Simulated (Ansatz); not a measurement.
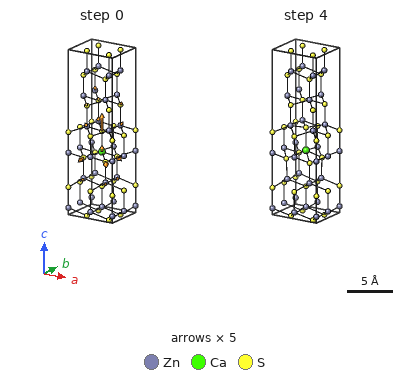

The structure of a defect cell of composition CaZn23S24 before (left) and after (right) a relaxation, at one scale. The orange arrows give the displacements, 5 times their true length.

Style: ball-and-stick. Shown: the cell of the calculation (origin shifted), slightly off an axis.

Method: DFT, PBE, plane-wave PAW, default files, scalar-relativistic in Ansatz. (plane-wave cutoff 420 eV; k-point mesh 3 × 3 × 1; occupations fermi dirac; smearing width 0.01 eV; no spin polarisation; atoms relaxed in a fixed cell; force threshold 0.03 eV/Å; at most 40 steps)

Question: Summarise the run.

Answer: The atom that moves furthest is an S atom (0.42 Å along +c). Largest moves by element: S 0.42 Å, Ca 0.17 Å, Zn 0.12 Å. The cell stays as it was. Some distances before and after: Ca–S 2.332 → 2.589 Å, S–Zn 2.338 → 2.299 Å, S–Zn 2.332 → 2.352 Å, S–Zn 2.332 → 2.317 Å. Bond angles that change, for instance: S–Zn–S 109.4° → 100.5°, Zn–S–Ca 109.4° → 101.2°, S–Zn–S 109.4° → 101.6°. After 4 geometry steps the energy has fallen by 1.459 eV per cell of the calculation. Largest force component: 3.3 eV/Å at the start, 0.017 eV/Å at the end. Cost: 8.5 min on 1 thread of Arm Neoverse V2 (shared host), peak memory 2 GiB.

Limits of the set-up: the periodic images lie only 7.6 Å apart, so the values are limited by the cell's size.
